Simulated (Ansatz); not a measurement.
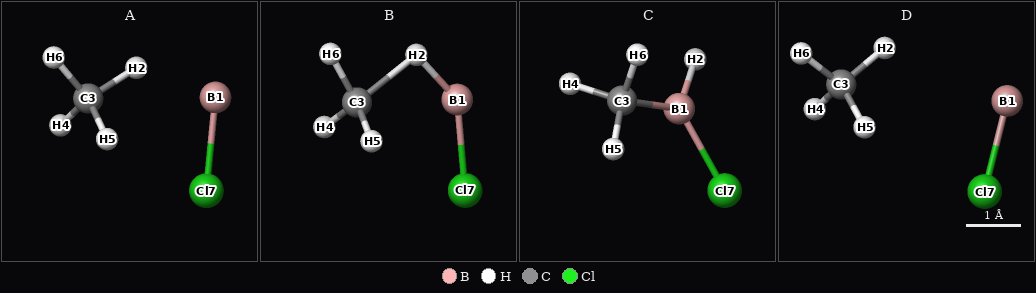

4 geometries from a converged minimum-energy path of CH₄BCl, shuffled. A ball-and-stick model, seen from a free direction.

Level of theory: RKS PBE-D4/def2-SVP (Ansatz). Settings: 9 movable images; climbing image; force threshold 0.05 eV/Å; iteration limit 60; starting path through a guess of the saddle point.

> Which of them lies highest in energy?

B. In order along the path, whose images run from 0 to 10: C (image 0, 0.0 kcal/mol), B (image 5, +96.1 kcal/mol), A (image 7, +74.2 kcal/mol), D (image 10, +69.6 kcal/mol). Breaking: B1–C3 (1.56 → 2.13 at the top → 3.59 Å), B1–H2 (1.22 → 1.26 at the top → 2.89 Å). Forming: H2–C3 (2.44 → 1.49 at the top → 1.11 Å).

The run took 72 s on 1 thread of AMD EPYC 9R45 96-Core Processor (Zen 5), on a shared host, peak memory 0.13 GiB.
